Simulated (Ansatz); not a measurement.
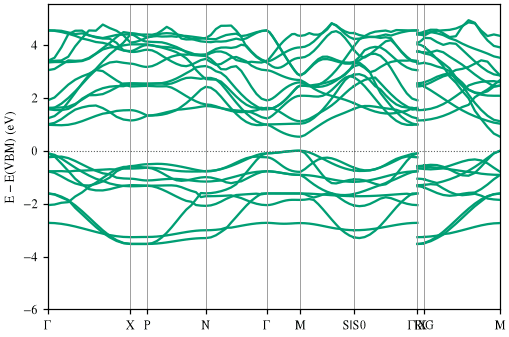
Band structure from plane-wave PAW PBEsol (Ansatz code)

Question: Read off the gap and where the band edges lie.

Answer: About 0.5 eV (0.53 eV by a search for the band edges); maximum at M, minimum at M.

Question: Pick the material that matches.
(A) ZnCu2SiTe4, I-42m (Zn on 2a, Si on 2b, Cu on 4d, Te on 8i)
(B) AlCuGeSe4, I-4 (Al on 2c, Cu on 2a, Ge on 2b, Se on 8g)
(C) Ba4Sb2O, I4/mmm (Ba on 4e, Ba on 4c, Sb on 4e, O on 2b)
(D) ZnGeP2, chalcopyrite

Answer: C, Ba4Sb2O, I4/mmm (Ba on 4e, Ba on 4c, Sb on 4e, O on 2b)

The first step of the workflow began from a Materials Project structure, measured or hypothetical; the Crystallography Open Database files this formula in space group No. 139, but the cells were not matched. Its standing as an ambient phase is unchecked. The cell was relaxed with PBEsol under the symmetry of its start; whether a distortion lowers the energy is not shown. Scalar-relativistic: spin–orbit coupling is off unless named, which matters more the heavier the elements.

Potentials: the later of the program's two PAW sets.
